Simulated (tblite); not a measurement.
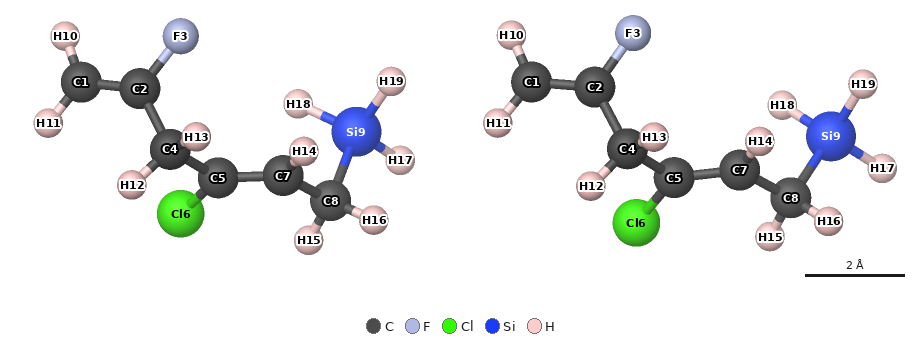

Two geometries of C6H10ClFSi, drawn at one scale. One is the start of a relaxation, the other its converged end. Style: ball-and-stick. Shown at a tilt.

Level of theory: tblite 0.8.0, GFN2-xTB geometry optimisation, gas phase. 

Question: Which geometry has the lower energy?

Answer: The left one is the relaxed one. The atom that moves furthest after the best rigid fit is H18 (0.57 Å). Largest moves by element: H 0.57 Å, C 0.34 Å, Si 0.31 Å, F 0.24 Å, Cl 0.21 Å. Among the contacts that change: C8–Si9 1.867 → 1.917 Å, C7–C8 1.511 → 1.481 Å, Si9–H18 1.489 → 1.461 Å, C5–C7 1.344 → 1.326 Å. Bond angles that change, for instance: H12–C4–H13 104.3° → 109.5°, C7–C8–Si9 115.1° → 110.2°, F3–C2–C4 117.0° → 112.4°. After 98 geometry steps the energy has fallen by 0.176 eV. The run took 1.5 s on 1 thread of Arm Neoverse N1, on a shared host.
